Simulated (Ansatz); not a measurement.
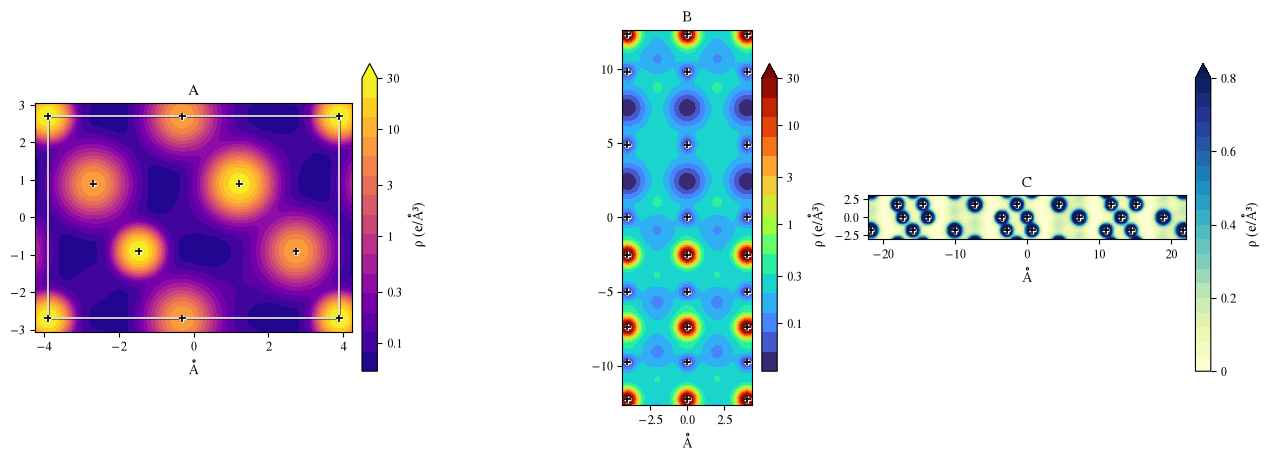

The valence charge density (pseudo) of 3 systems, each on a plane through atoms (crosses mark nuclei in the plane).

Theory: DFT PBE, scalar-relativistic, plane waves, PAW in Ansatz 0.2.0.

System 1: Mg2CdO3, the (110) plane of the conventional cell. Space group P-3m1; a generated structure, not necessarily the stable one.

System 2: Al5Cu3, the (100) plane of the conventional cell. Space group R-3m; a generated structure, not necessarily the stable one; changed on purpose from its base cell (volume × 0.94, shape and atoms relaxed); computed pressure about 7 GPa in this cell; computed without spin polarisation.

```
Al Cu
1.0
     4.03524    0.00000    0.00000
    -2.01762    3.49462    0.00000
     0.00000    0.00000   24.60532
Al Cu
15 9
Direct
  0.66667 0.33333 0.13379
  0.33333 0.66667 0.46712
  0.00000 0.00000 0.80046
  0.00000 0.00000 0.19954
  0.66667 0.33333 0.53288
  0.33333 0.66667 0.86621
  0.00000 0.00000 0.00000
  0.66667 0.33333 0.33333
  0.33333 0.66667 0.66667
  0.33333 0.66667 0.07069
  0.00000 0.00000 0.40402
  0.66667 0.33333 0.73736
  0.33333 0.66667 0.26264
  0.00000 0.00000 0.59598
  0.66667 0.33333 0.92931
  0.33333 0.66667 0.16667
  0.00000 0.00000 0.50000
  0.66667 0.33333 0.83333
  0.00000 0.00000 0.30157
  0.66667 0.33333 0.63491
  0.33333 0.66667 0.96824
  0.66667 0.33333 0.03176
  0.33333 0.66667 0.36509
  0.00000 0.00000 0.69843
```

System 3: Ga2Sn2O3, the (110) plane of the conventional cell. Space group R-3m; a generated structure, not necessarily the stable one.

Question: Match each panel to its system.

Answer: Panel A is system 1, Mg2CdO3: the plane holds Mg, Cd and O. Mg–O (2.14 Å): ρ at the midpoint is about 0.31 e/Å³. Panel B is system 2, Al5Cu3: the plane holds Al and Cu. Al–Cu (2.36 Å): ρ at the midpoint is about 0.39 e/Å³. Panel C is system 3, Ga2Sn2O3: the plane holds Ga, Sn and O. Ga–O (1.93 Å): ρ at the midpoint is about 0.7 e/Å³.
